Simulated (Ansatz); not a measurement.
**BeTe: response to strain**

Base system: BeTe in the zinc blende structure (space group F-43m, No. 216).

Space group F-43m (No. 216); a = b = c = 5.6568 Å, α = β = γ = 90.00°

```tsv
atom	site	symmetry	x	y	z
Be	4a	-43m	0.0000	0.0000	0.0000
Te	4d	-43m	0.7500	0.7500	0.7500
```
(The calculation used a cell of 2 atoms; values per cell refer to that cell.)

Strains are applied to the cell and any free atomic positions relax.

The values are results of Ansatz (a quantum-chemistry and plane-wave program) r2SCAN, without spin-orbit coupling, not measurements.

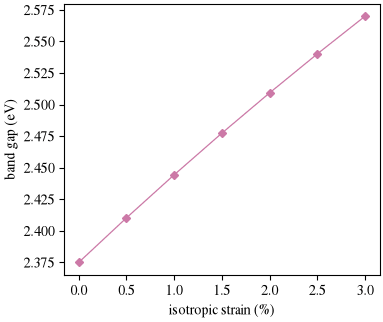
Figure: Band gap against isotropic strain

Task: From the plot, what is the band gap for isotropic strain +3.00 %?

Result: About 2.57 eV.

Task: Is the trend monotonic over the range shown?

Result: Yes, it rises throughout, spanning 2.37 eV to 2.57 eV.

With Te present, leaving out spin-orbit coupling can change the band edges. Stability against distortions was not tested.
